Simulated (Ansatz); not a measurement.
**HF/def2-SVPD (core potential) run of CH4AlIn (SMILES [CH2]1[AlH][InH]1)**

Aim: the vertical electron affinity of CH4AlIn at HF/def2-SVPD (core potential), from 2 runs. 

The results are computed with Ansatz 0.2.0.

54 further runs of the same task are left out: 54 set aside as unsound or not needed.

**1. The molecule**

CH4AlIn has 7 atoms, charge 0, and is taken as a singlet. SMILES: `[CH2]1[AlH][InH]1`. The coordinates come from a PBE0-D4/def2-TZVP relaxation.

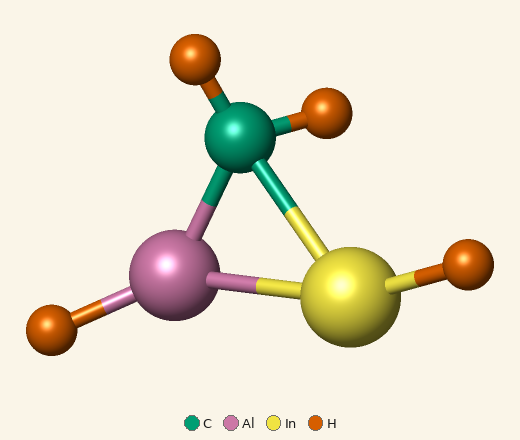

Viewed from a chosen angle; carbon teal, aluminium pink, indium yellow, hydrogen orange.

**2. The energy at HF/def2-SVPD (core potential)**

Input file job.yaml:

```yaml
crystal:
  periodic: [false, false, false]
  atoms:
    - symbol: C
      position_ang: [-0.613000, 0.132400, -0.657400]
    - symbol: Al
      position_ang: [-0.455200, 0.915100, 1.037900]
    - symbol: In
      position_ang: [1.229300, -0.924400, 0.544100]
    - symbol: H
      position_ang: [-0.896900, -0.927600, -0.754800]
    - symbol: H
      position_ang: [-0.866200, 0.635300, -1.593000]
    - symbol: H
      position_ang: [-0.487600, 2.358400, 1.689000]
    - symbol: H
      position_ang: [2.089500, -2.189200, -0.265800]
basis:
  gaussian:
    orbitals: def2-SVPD
hamiltonian:
  xc: hf
accuracy: high
output: {orbitals: {seedname: orbitals}}
```

Run with:

```sh
$ ansatz run job.yaml --threads 1 --pin off --max-ram 3480MiB --events-out events.jsonl --progress --plain --runs-dir runs
```

Standard output:

```text
Warning: RAYON_NUM_THREADS=1 ignored (pool sized by the plan → 1); use --threads N
Functional definition: HF
  name "HF"
  exchange = exact_x
  correlation = 0
2281 factors; integrals over basis functions are off by at most 3.5e-9 eV
mean field evaluation 1: about -12816.2895 eV, gradient 3.3e1 eV
mean field evaluation 2: about -12816.3349 eV, gradient 3.3e1 eV
mean field evaluation 4: about -12820.0289 eV, gradient 3.0e0 eV
mean field evaluation 8: about -12820.1096 eV, gradient 2.5e-1 eV
mean field evaluation 16: about -12820.1107 eV, gradient 2.5e-8 eV
mean field -12820.11068101 eV, -471.1303777439 hartree, gradient 2.4e-8 eV, S^2 0.000000; 0 other end points of the search recorded, 0 dependent functions left out
reference -12820.11068101 eV, -471.1303777439 hartree; 22, 22 occupied and 86, 86 virtual orbitals, 2281 factors
Total energy: -12820.11068101 eV, -471.1303777439 hartree
```

Run time: 4.2 s. Hardware: 1 thread of Arm Neoverse V2, shared host; peak memory 0.34 GiB.

**3. The doublet anion, same level**

Input file molecule.yaml:

```yaml
crystal:
  periodic: [false, false, false]
  atoms:
    - {symbol: C, position_ang: [-0.613000, 0.132400, -0.657400]}
    - {symbol: Al, position_ang: [-0.455200, 0.915100, 1.037900]}
    - {symbol: In, position_ang: [1.229300, -0.924400, 0.544100]}
    - {symbol: H, position_ang: [-0.896900, -0.927600, -0.754800]}
    - {symbol: H, position_ang: [-0.866200, 0.635300, -1.593000]}
    - {symbol: H, position_ang: [-0.487600, 2.358400, 1.689000]}
    - {symbol: H, position_ang: [2.089500, -2.189200, -0.265800]}
basis:
  gaussian: {orbitals: def2-SVPD}
magnetization: {spin_polarized: true, initial_magnetization: 1}
accuracy: high
hamiltonian: {xc: hf}
total_charge: -1
output: {orbitals: {seedname: orbitals}}
```

Run with:

```sh
$ ansatz run molecule.yaml --threads 1 --pin off --max-ram 3480MiB --events-out events.jsonl --progress --plain --runs-dir runs
```

Standard output (excerpt; [...] marks lines left out):

```text
Warning: RAYON_NUM_THREADS=1 ignored (pool sized by the plan → 1); use --threads N
[... 2 set-up lines as earlier in the session ...]
[...]
2282 factors; integrals over basis functions are off by at most 3.5e-9 eV
[...]
mean field -12820.15057434 eV, -471.1318437969 hartree, gradient 2.0e-8 eV, S^2 0.820956; 1 other end points of the search recorded, 0 dependent functions left out
reference -12820.15057434 eV, -471.1318437969 hartree; 23, 22 occupied and 85, 86 virtual orbitals, 2282 factors
Total energy: -12820.15057434 eV, -471.1318437969 hartree
```

Run time: 23 s. Hardware: 1 thread of Arm Neoverse V2, shared host; peak memory 0.42 GiB.

**4. Outcome**

At HF/def2-SVPD (core potential):

| quantity | value |
| --- | --- |
| singlet CH4AlIn: total energy | -471.13038 Eh |
| singlet CH4AlIn: HOMO energy | -7.40 eV |
| singlet CH4AlIn: LUMO energy | 0.41 eV |
| singlet CH4AlIn: HOMO–LUMO gap | 7.81 eV |
| doublet anion: total energy | -471.13184 Eh |
| doublet anion: HOMO energy (highest over α and β) | -0.56 eV |
| doublet anion: LUMO energy (lowest over α and β) | 4.61 eV |
| doublet anion: ⟨S²⟩ | 0.821 |
| vertical electron affinity (to the doublet anion) | 0.040 eV |

At fixed nuclei the extra electron is bound by 0.04 eV (0.9 kcal/mol).
